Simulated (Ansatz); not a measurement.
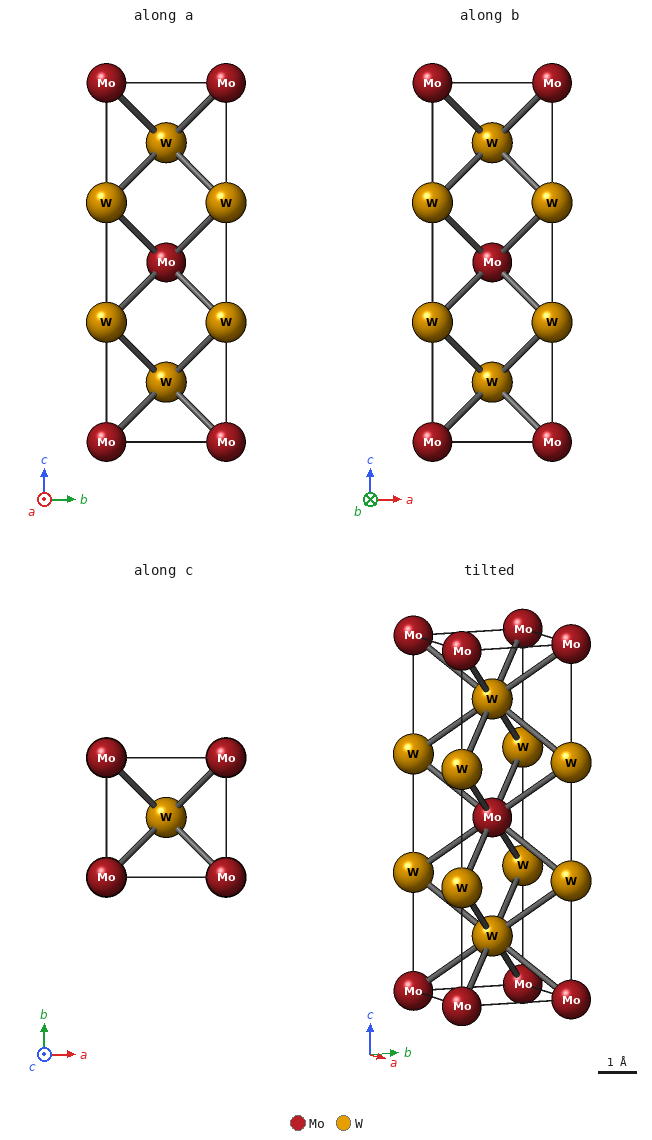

An orthographic ball-and-stick view of the structure, along the a axis, along the b axis, along the c axis and slightly off an axis. The edges of the conventional unit cell are marked.

Lattice parameters: a = 3.1751 Å, b = 3.1751 Å, c = 9.5327 Å, α = 90.000°, β = 90.000°, γ = 90.000°.

> Set out the cell and atoms as a CIF with its space group and independent sites.

```cif
data_structure
_symmetry_space_group_name_H-M 'I 4/m m m'
_symmetry_Int_Tables_number 139
_cell_length_a 3.1751
_cell_length_b 3.1751
_cell_length_c 9.5327
_cell_angle_alpha 90.000
_cell_angle_beta 90.000
_cell_angle_gamma 90.000
_cell_volume 96.10
loop_
_atom_site_label
_atom_site_type_symbol
_atom_site_symmetry_multiplicity
_atom_site_Wyckoff_symbol
_atom_site_fract_x
_atom_site_fract_y
_atom_site_fract_z
_atom_site_occupancy
Mo1 Mo 2 a 0.0000 0.0000 0.0000 1
W1 W 4 e 0.5000 0.5000 0.1665 1
```

The cell started as a textbook structure type filled with these elements (whether it is the usual form wasn't checked). The picture shows the end point of a geometry optimisation with DFT PBE, scalar-relativistic, plane waves, PAW in Ansatz.
